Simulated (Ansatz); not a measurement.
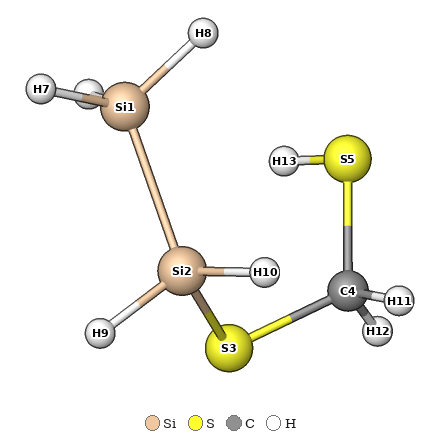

The system is CH₈S₂Si₂, SMILES [SiH3][SiH2]SCS; the picture shows the reference structure. The first coordinate is: dihedral S3–C4–S5–H13; the second: dihedral Si2–S3–C4–S5. Nothing is relaxed (all other coordinates rigid). The scan uses an 18 × 18 grid. All energies are given in kJ/mol relative to the relaxed molecule at the same level. Method: Ansatz 0.2.0, RHF/def2-SVP.

Its coordinates:

```xyz
13

Si   -2.0858   -0.6173   -0.0974
Si    0.1178   -1.4898    0.0593
S     1.6481   -0.3259   -0.9515
C     1.8664    1.1079    0.1525
S     0.4185    2.1739    0.4106
H    -2.2159    0.2358   -1.3020
H    -3.0274   -1.7604   -0.2260
H    -2.4521    0.1527    1.1124
H     0.1833   -2.8000   -0.6274
H     0.5096   -1.6615    1.4803
H     2.1694    0.7807    1.1448
H     2.6838    1.6849   -0.2712
H     0.2046    2.4843   -0.8696
```

Range: dihedral S3–C4–S5–H13 from −180 to 160°; dihedral Si2–S3–C4–S5 from −180 to 160°.

Predict the map.

The lowest grid point is at dihedral S3–C4–S5–H13 = −60°, dihedral Si2–S3–C4–S5 = −60°, 0.08 kJ/mol from the relaxed molecule at the same level. Higher local minima lie near dihedral S3–C4–S5–H13 = 140°, dihedral Si2–S3–C4–S5 = −60° (10.6 kJ/mol above the lowest at that grid point); dihedral S3–C4–S5–H13 = −60°, dihedral Si2–S3–C4–S5 = −180° (15.7 kJ/mol above the lowest at that grid point); dihedral S3–C4–S5–H13 = 60°, dihedral Si2–S3–C4–S5 = 80° (15.7 kJ/mol above the lowest at that grid point). The highest grid point, dihedral S3–C4–S5–H13 = 0°, dihedral Si2–S3–C4–S5 = 0°, lies 96.8 kJ/mol above the lowest. On the interpolated surface the easiest way out of the lowest well to the well at about dihedral S3–C4–S5–H13 = −60°, dihedral Si2–S3–C4–S5 = 170° passes a barrier of about 18 kJ/mol. Round the minimum the valley is somewhat tilted: raising dihedral S3–C4–S5–H13 shifts the best value of dihedral Si2–S3–C4–S5 downwards (coupling k₁₂/√(k₁₁k₂₂) about 0.2).

| dihedral Si2–S3–C4–S5 ↓, dihedral S3–C4–S5–H13 → | −180 | −140 | −100 | −60 | −20 | 20 | 60 | 100 | 140 |
| --- | --- | --- | --- | --- | --- | --- | --- | --- | --- |
| 140 | 31.6 | 34.2 | 25.9 | 17.2 | 24.4 | 28.2 | 22.5 | 25.5 | 29.8 |
| 100 | 26.0 | 29.2 | 25.0 | 18.1 | 23.1 | 24.0 | 19.7 | 24.9 | 27.9 |
| 60 | 24.2 | 25.5 | 23.9 | 27.8 | 34.4 | 22.8 | 16.5 | 23.4 | 27.2 |
| 20 | 36.1 | 36.0 | 38.4 | 47.9 | 90.1 | 68.2 | 29.9 | 38.6 | 44.9 |
| −20 | 31.9 | 29.8 | 19.4 | 22.0 | 67.8 | 75.4 | 31.9 | 20.8 | 28.2 |
| −60 | 14.4 | 21.1 | 12.0 | 0.1 | 13.2 | 40.8 | 25.1 | 12.3 | 10.7 |
| −100 | 19.7 | 24.1 | 20.3 | 11.2 | 16.0 | 21.4 | 19.3 | 21.8 | 22.3 |
| −140 | 29.5 | 28.7 | 23.8 | 18.5 | 24.6 | 25.0 | 19.3 | 25.9 | 32.1 |
| −180 | 31.4 | 30.6 | 22.2 | 15.8 | 23.9 | 25.8 | 18.4 | 22.9 | 30.3 |

The table holds every second grid line.

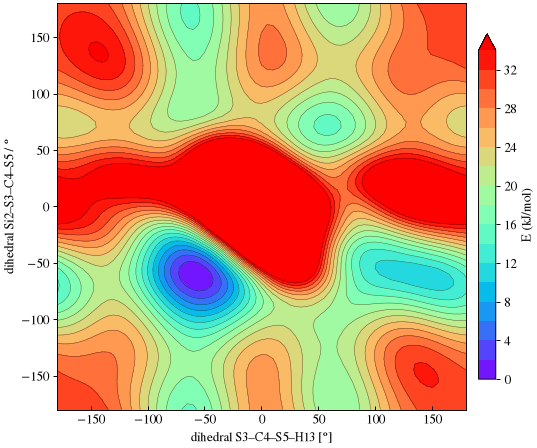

Drawn: filled contours, one colour for all values above the top of the scale. Between grid points the surface is interpolated.

Each point was launched as `ansatz run input.yaml --threads 1 --pin off --max-ram 2560MiB --backend cpu --events-out ev --progress --plain --runs-dir out`. Time for the 324 points that were run: 21 min on 1 thread of Arm Neoverse V2 (shared host).
